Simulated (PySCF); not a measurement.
## Two runs on C3H6N2Si

System: C3H6N2Si.
Method of run A: GIAO PBE0/STO-3G NMR shielding, non-relativistic, gas phase (PySCF 2.14.0).

The geometry comes from this level: PBE0-D3(BJ)/def2-SVP. Text and figures count atoms from 1; the logs count them from 0 in places.

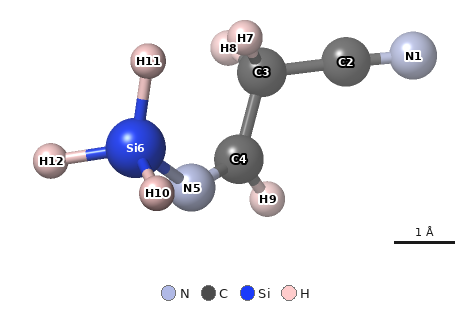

Figure 1. The structure as given in the input (ball-and-stick view, seen at a tilt; atoms are numbered from 1 in the order of the input).

### Input, run A
```
{"job": {"kind": "nmr", "xc": "PBE0", "basis": "STO-3G", "pop": true}, "charge": 0, "multiplicity": 1}
N     -3.143492     1.747698     0.111023
C     -2.362419     0.919203     0.315959
C     -1.369392    -0.123276     0.531377
C     -0.707666    -0.576700    -0.763592
N      0.508196    -0.845293    -0.932698
Si     1.926531    -0.792786     0.087522
H     -0.619015     0.219748     1.260175
H     -1.879211    -0.995860     0.978519
H     -1.414433    -0.693500    -1.609019
H      2.932502     0.057015    -0.607139
H      1.709288    -0.249572     1.471805
H      2.425312    -2.192393     0.199311
```

The first line tells a small driver script what to run in PySCF; the rest is the geometry in Å.

Launched with:
```bash
OMP_NUM_THREADS=1 python <driver script> task.json out
```

Hardware: 1 CPU thread, shared host.

### Output (run A)
```
coarse grid: 10728 points
cycle   1  E = -510.1568673100  dE =  6.987e-01  |g| = 7.284e-01  |ddm| = 4.643e+00
cycle   2  E = -509.6120695392  dE =  5.448e-01  |g| = 1.606e+00  |ddm| = 2.433e+00
cycle   3  E = -510.3142238522  dE = -7.022e-01  |g| = 9.630e-02  |ddm| = 1.690e+00
cycle   4  E = -510.3156235177  dE = -1.400e-03  |g| = 7.180e-02  |ddm| = 1.787e-01
cycle   5  E = -510.3169368601  dE = -1.313e-03  |g| = 1.754e-02  |ddm| = 8.691e-02
cycle   6  E = -510.3170276082  dE = -9.075e-05  |g| = 1.903e-03  |ddm| = 2.168e-02
cycle   7  E = -510.3170285260  dE = -9.178e-07  |g| = 6.106e-04  |ddm| = 2.411e-03
final grid: 99768 points
cycle   8  E = -510.2916042863  dE = -6.462e-06  |g| = 2.473e-03  |ddm| = 1.188e-02
cycle   9  E = -510.2916043379  dE = -5.165e-08  |g| = 2.657e-03  |ddm| = 7.283e-03
cycle  10  E = -510.2916061972  dE = -1.859e-06  |g| = 1.011e-03  |ddm| = 3.897e-03
cycle  11  E = -510.2916064733  dE = -2.762e-07  |g| = 1.556e-04  |ddm| = 1.139e-03
cycle  12  E = -510.2916064789  dE = -5.569e-09  |g| = 6.455e-05  |ddm| = 2.056e-04
cycle  13  E = -510.2916064800  dE = -1.061e-09  |g| = 7.889e-06  |ddm| = 6.619e-05
cycle  14  E = -510.2916064800  dE = -1.955e-11  |g| = 2.028e-06  |ddm| = 1.316e-05
converged SCF energy = -510.2916064800

GIAO shielding tensors (ppm)
atom      isotropic    diamagn.    paramagn.     s11        s22        s33       span
  0 N       68.614     320.213    -251.599    -54.534    -48.840    309.215    363.749
  1 C      142.991     265.332    -122.341     68.464     70.883    289.626    221.162
  2 C      209.027     245.874     -36.847    197.252    210.068    219.761     22.509
  3 C      120.733     252.855    -132.123     31.937    149.646    180.615    148.678
  4 N       -9.251     315.253    -324.504   -457.151     38.572    390.826    847.977
  5 Si     579.726     868.288    -288.562    545.256    563.466    630.456     85.199
  6 H       29.874      32.648      -2.774     24.378     30.006     35.238     10.860
  7 H       30.132      28.963       1.169     24.800     28.132     37.465     12.665
  8 H       24.382      30.157      -5.775     22.541     23.173     27.431      4.891
  9 H       29.509      30.458      -0.949     26.007     27.419     35.100      9.094
 10 H       29.686      32.172      -2.486     25.851     28.558     34.648      8.797
 11 H       29.595      29.763      -0.168     26.012     27.364     35.408      9.396
```

The input of run B differs as follows (lines with − go, lines with + come):
```diff
-"basis": "STO-3G"
+"basis": "6-311+G(2d,p)"
```

What does this change do to the results?

The total energy of run B is 3939.6 kcal/mol lower, which measures the change of basis and not a stability. The HOMO goes from −4.39 to −7.59 eV. The LUMO goes from 2.34 to −1.49 eV. The dipole moment goes from 3.36 to 3.26 D. Of all shieldings, the largest change is that of Si6, by −167.4 ppm. Diffuse functions give room to the loosely bound empty orbitals, which lowers the LUMO. The number of SCF iterations is the same. The basis functions go from 40 to 206.

### Output (run B)
```
coarse grid: 10728 points
cycle   1  E = -516.4974696671  dE =  5.680e-01  |g| = 5.730e-01  |ddm| = 3.430e+00
cycle   2  E = -516.2066783468  dE =  2.908e-01  |g| = 1.285e+00  |ddm| = 1.656e+00
cycle   3  E = -516.5723170268  dE = -3.656e-01  |g| = 1.043e-01  |ddm| = 9.325e-01
cycle   4  E = -516.5737158116  dE = -1.399e-03  |g| = 6.743e-02  |ddm| = 1.224e-01
cycle   5  E = -516.5745535721  dE = -8.378e-04  |g| = 2.655e-02  |ddm| = 5.934e-02
cycle   6  E = -516.5747083402  dE = -1.548e-04  |g| = 3.096e-03  |ddm| = 2.192e-02
cycle   7  E = -516.5747105490  dE = -2.209e-06  |g| = 1.188e-03  |ddm| = 4.966e-03
final grid: 99768 points
cycle   8  E = -516.5698228716  dE = -3.616e-05  |g| = 5.863e-03  |ddm| = 8.592e-02
cycle   9  E = -516.5698205103  dE =  2.361e-06  |g| = 6.563e-03  |ddm| = 1.234e-02
cycle  10  E = -516.5698310604  dE = -1.055e-05  |g| = 6.745e-04  |ddm| = 6.403e-03
cycle  11  E = -516.5698311359  dE = -7.545e-08  |g| = 3.939e-04  |ddm| = 7.991e-04
cycle  12  E = -516.5698311666  dE = -3.071e-08  |g| = 1.341e-04  |ddm| = 3.582e-04
cycle  13  E = -516.5698311702  dE = -3.612e-09  |g| = 4.827e-05  |ddm| = 1.204e-04
cycle  14  E = -516.5698311706  dE = -4.341e-10  |g| = 1.756e-05  |ddm| = 4.106e-05
converged SCF energy = -516.5698311706

GIAO shielding tensors (ppm)
atom      isotropic    diamagn.    paramagn.     s11        s22        s33       span
  0 N      -34.706     324.080    -358.785   -207.261   -193.739    296.882    504.143
  1 C       68.151     272.849    -204.698    -44.302    -40.742    289.499    333.801
  2 C      159.430     238.533     -79.103    142.156    157.974    178.161     36.005
  3 C       15.348     257.491    -242.143    -79.796      9.496    116.344    196.140
  4 N     -110.039     316.065    -426.104   -458.717   -139.963    268.563    727.280
  5 Si     412.304     877.435    -465.131    383.717    393.759    459.435     75.718
  6 H       28.017      29.181      -1.164     23.523     28.225     32.303      8.780
  7 H       28.679      27.121       1.558     24.559     28.531     32.946      8.388
  8 H       22.673      30.252      -7.579     20.487     22.259     25.272      4.785
  9 H       26.306      27.965      -1.658     24.068     24.770     30.081      6.013
 10 H       26.076      28.607      -2.531     22.612     25.938     29.678      7.065
 11 H       26.357      27.425      -1.068     24.217     24.770     30.083      5.866
```

### The two runs side by side

| quantity | run A | run B |
| --- | --- | --- |
| outcome | converged | converged |
| total energy (hartree) | −510.291606 | −516.569831 |
| HOMO (eV) | −4.39 | −7.59 |
| LUMO (eV) | 2.34 | −1.49 |
| dipole moment (D) | 3.36 | 3.26 |
| shielding of N1 (ppm) | 68.6 | −34.7 |
| shielding of C2 (ppm) | 143.0 | 68.2 |
| shielding of C3 (ppm) | 209.0 | 159.4 |
| shielding of C4 (ppm) | 120.7 | 15.3 |
| shielding of N5 (ppm) | −9.3 | −110.0 |
| shielding of Si6 (ppm) | 579.7 | 412.3 |
| shielding of H11 (ppm) | 29.7 | 26.1 |
| SCF iterations | 14 | 14 |
| basis functions | 40 | 206 |
| wall time (shared host) | 3.6 s | 31 s |
